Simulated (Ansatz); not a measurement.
# Calculations on BH3SOF2

**1. Relaxation**

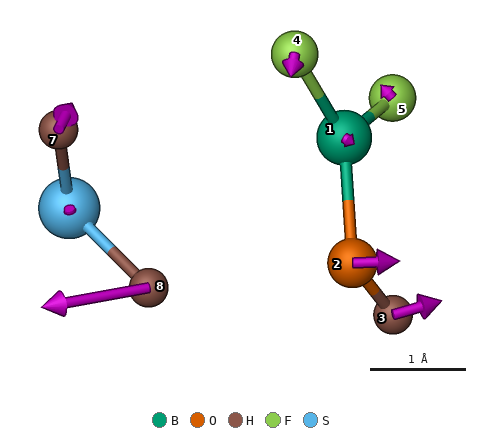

This is a relaxation of BH$_{3}$SOF$_{2}$. The starting structure is drawn; purple arrows show the displacements, 2 times their true length. The two geometries are superimposed by the best rigid fit.

A ball-and-stick model, seen face on.

The run prepares an end point of a later path (reaction) calculation, from a guessed geometry.

The calculation used Ansatz, RKS r2SCAN/def2-SVP.

Input file:
```yaml
crystal:
  periodic: [false, false, false]
  atoms:
    - { symbol: B, position_ang: [-0.004073, -0.181916, 0.176923] }
    - { symbol: O, position_ang: [-0.251018, -0.588407, 1.471937] }
    - { symbol: H, position_ang: [-1.188637, -0.773161, 1.612921] }
    - { symbol: F, position_ang: [1.243417, 0.063803, -0.181816] }
    - { symbol: F, position_ang: [-0.967489, -0.123874, -0.731849] }
    - { symbol: S, position_ang: [-0.068856, 2.667701, 1.376116] }
    - { symbol: H, position_ang: [1.217722, 2.446108, 1.029223] }
    - { symbol: H, position_ang: [-0.088765, 1.518047, 2.137243] }
basis:
  gaussian: { orbitals: def2-SVP }
hamiltonian:
  xc: r2scan
relax:
  f_tol: 0.03
  max_steps: 50
```

Launched with:
```bash
ansatz run input.yaml --threads 2 --pin off --max-ram 3072MiB --backend cpu --events-out ev --progress --plain --runs-dir out
```

Which element moves most?

Hydrogen: up to 0.62 Å, against 0.26 Å for oxygen.

What happened in the run?

After 11 geometry steps the energy has fallen by 6.72 kJ/mol. Largest force component: 0.93 eV/Å at the start, 0.027 eV/Å at the end. H8 moves most after the best rigid fit: 0.62 Å. By element the largest moves are H 0.62 Å, O 0.26 Å, F 0.14 Å, B 0.07 Å, S 0.05 Å. Among the contacts that change: B1–O2 1.380 → 1.349 Å, S6–H8 1.379 → 1.351 Å, B1–F4 1.321 → 1.327 Å. The run took 30 s on 2 threads of AMD EPYC 7R43 64-Core Processor (Zen 3), with other jobs on the host, peak memory 0.18 GiB.

Limits of the set-up: the start holds two separate molecules, 2.2 Å apart at their closest, whose relative position is a soft coordinate and is computed without a dispersion correction.

**2. Relaxation**

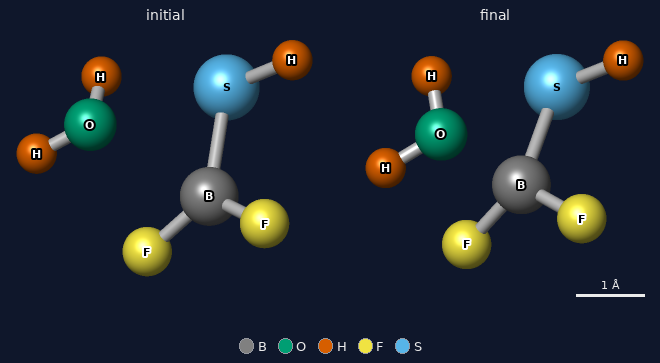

The structure of BH$_{3}$SOF$_{2}$ before (left) and after (right) a relaxation, at one scale.

The picture is a ball-and-stick view, seen at a tilt.

The run prepares an end point of a later path (reaction) calculation, from a guessed geometry.

These are results of Ansatz, RKS r2SCAN/def2-SVP, not measurements. Set-up: no spin polarisation; force threshold 0.03 eV/Å; at most 50 steps.

### What changed between the two?

Over 8 accepted moves (9 points after the start) the energy falls by 17.0 kJ/mol. Largest force component: 0.77 eV/Å at the start, 0.016 eV/Å at the end. The line search rejected the trial step at point 1 of the run. The atom that moves furthest after the best rigid fit is the O atom (0.44 Å). Largest moves by element: O 0.44 Å, B 0.37 Å, H 0.36 Å, F 0.23 Å, S 0.01 Å. Some distances before and after: B–O 2.603 → 1.795 Å, B–F 1.324 → 1.358 Å, B–S 1.866 → 1.885 Å, H–O 0.986 → 0.975 Å. Bond angles that change, for instance: F–B–S 121.4° → 117.9°, F–B–S 117.8° → 114.4°, H–O–H 103.1° → 106.4°. Cost: 25 s on 2 threads of AMD EPYC 7R43 64-Core Processor (Zen 3), on a shared host, peak memory 0.18 GiB.

Limits of the set-up: the start holds two separate molecules, 2.6 Å apart at their closest, whose relative position is a soft coordinate and is computed without a dispersion correction.

**3. Path**

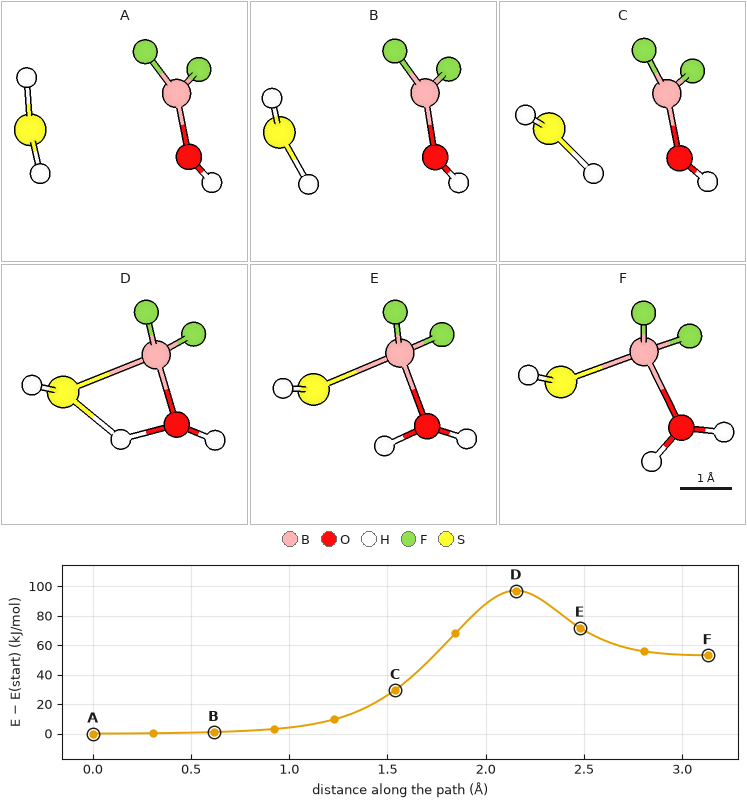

NEB run on BH3SOF2, made up at the start of BHOF2 and H2S. Images are numbered from 0 (start) to 10 (end). Frames A to F are images 0, 2, 5, 7, 8, 10. The picture is a ball-and-stick view, seen face on.

All numbers below come from Ansatz, RKS r2SCAN/def2-SVP. Settings: 9 movable images; climbing image; force threshold 0.03 eV/Å; iteration limit 49; starting path through a guess of the saddle point.

> Describe the mechanism and the energy profile.

The highest point, image 7, lies 97.2 kJ/mol above the start and 44.0 kJ/mol above the end; the end is at +53.2 kJ/mol relative to the start. Breaking: H–S (1.35 → 2.57 Å). Forming: B–S (3.15 → 1.88 Å), H–O (3.00 → 0.97 Å). The band converged in 20 iterations, with a climbing image at the top. At the top, the vibrational analysis gives one imaginary mode (1037i cm⁻¹), as a transition state must have.

Limits of the set-up: the start holds two separate molecules, 2.6 Å apart at their closest, whose relative position is a soft coordinate and is computed without a dispersion correction.

Cost: 6.4 min on 2 threads of AMD EPYC 7R43 64-Core Processor (Zen 3), with other jobs on the host, peak memory 0.17 GiB.
